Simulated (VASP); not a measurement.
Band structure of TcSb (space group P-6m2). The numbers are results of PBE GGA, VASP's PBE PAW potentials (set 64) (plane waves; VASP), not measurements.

Unless said otherwise, spin-orbit coupling is left out, though it shifts the bands of the heavy elements here.

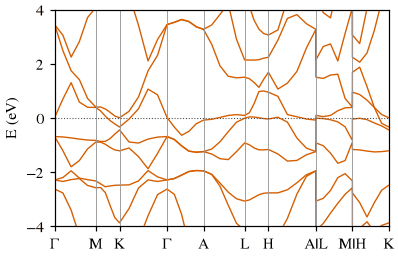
Figure: Bands along high-symmetry lines, zero at the valence-band maximum or, without a gap, the Fermi level

### Question
Read the plot: is there a gap, and where are the band edges?

### Answer
It has no gap at this level: it comes out as a metal or semimetal.

The structure was generated: TcSb was put into an ordered model structure, which need not be its known phase. The cell was not relaxed at this level.
